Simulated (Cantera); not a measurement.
Input: 1 mol Si, 9.2 mol HBr, 45 mol N₂, held at 2.20e-5 bar.

These are equilibrium values from Cantera (NASA tables, ideal gas, pure condensed phases), not measurements of a reactor. Candidate condensed phases: Br₂, Si, Si₃N₄; 28 gas species. N₂ is the only nitrogen source here; it is nearly inert below about 1500 K, so the nitride shown seldom forms there in practice. The tables' values for SiBr₃ are old estimates; treat these amounts as uncertain. Rates play no part.

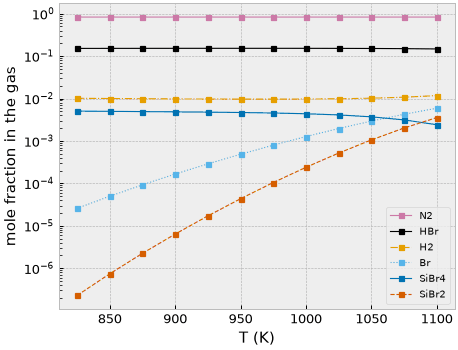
Figure. Equilibrium gas composition (values under 1e-9 drawn at 1e-9)

From 825 K to 1100 K the condensed part is Si₃N₄(s). The main Si-bearing gas is SiBr₄ at 825 K and SiBr₂ at 1100 K. The share of Si in condensed phases is highest at 1000 K (74.9 %) and lowest at 1100 K (66.5 %).
